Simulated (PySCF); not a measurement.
```yaml
atoms:
  - { symbol: F, position_ang: [1.4157, -1.2515, -1.1226] }
  - { symbol: C, position_ang: [2.0440, -0.2557, -0.4132] }
  - { symbol: C, position_ang: [3.2827, -0.3209, -0.0288] }
  - { symbol: S, position_ang: [4.6982, -0.0240, 0.6003] }
  - { symbol: C, position_ang: [1.0687, 0.8754, -0.0871] }
  - { symbol: N, position_ang: [0.0921, 0.4648, 0.8826] }
  - { symbol: C, position_ang: [-0.9583, -0.2845, 0.5306] }
  - { symbol: C, position_ang: [-2.2838, -0.5860, 1.0573] }
  - { symbol: C, position_ang: [-2.0787, -0.1749, -0.3975] }
  - { symbol: H, position_ang: [1.6290, 1.7261, 0.2990] }
  - { symbol: H, position_ang: [0.5446, 1.1471, -1.0068] }
  - { symbol: H, position_ang: [0.4493, 0.3260, 1.8214] }
  - { symbol: H, position_ang: [-2.5469, -1.6161, 1.2551] }
  - { symbol: H, position_ang: [-2.7538, 0.1111, 1.7424] }
  - { symbol: H, position_ang: [-2.4076, 0.8069, -0.7205] }
  - { symbol: H, position_ang: [-2.2029, -0.9349, -1.1564] }
```

Geometry: GFN2-xTB.

Method: PySCF 2.14.0, density-fitted response routines, UKS B3LYP, pcH-1 on C F H N S, non-relativistic, mean-field spin-orbit, GIAO.

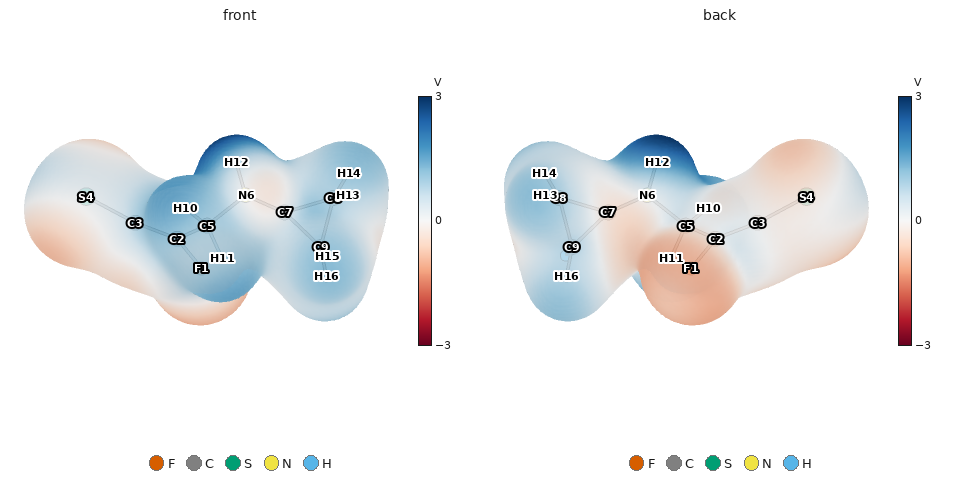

C₆H₇FNS (SMILES FC(=C=S)CN[C]1CC1) (doublet). The electrostatic potential painted on the density surface at 0.004 e/bohr³, seen from the front and from behind; red is negative and blue positive.

Which sites attract a positive test charge, and which a negative one?

A positive charge is drawn to the negative regions and a negative charge to the positive ones. The most negative region (about −1.1 V, or −25 kcal/mol for a unit charge) lies over F1, the most positive (about +2.9 V, or +67 kcal/mol for a unit charge) over H12.
